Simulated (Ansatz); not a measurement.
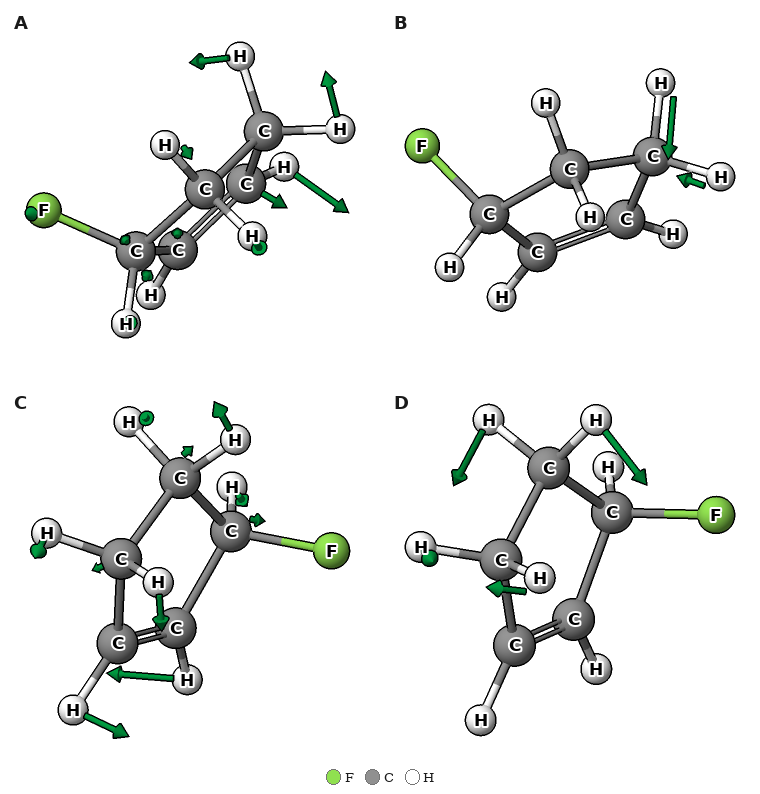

4 normal modes of one molecule or complex, as arrows. Harmonic vibrations computed with RKS PBE0-D4/def2-TZVP (Ansatz 0.2.0) at a stationary point of the same level.

Match the panels to the wavenumbers 279 cm⁻¹, 976 cm⁻¹, 1459 cm⁻¹, 3048 cm⁻¹.

A: 279 cm⁻¹
B: 3048 cm⁻¹, in-phase stretching of 2 C–H bonds
C: 976 cm⁻¹
D: 1459 cm⁻¹, H–C–H bending
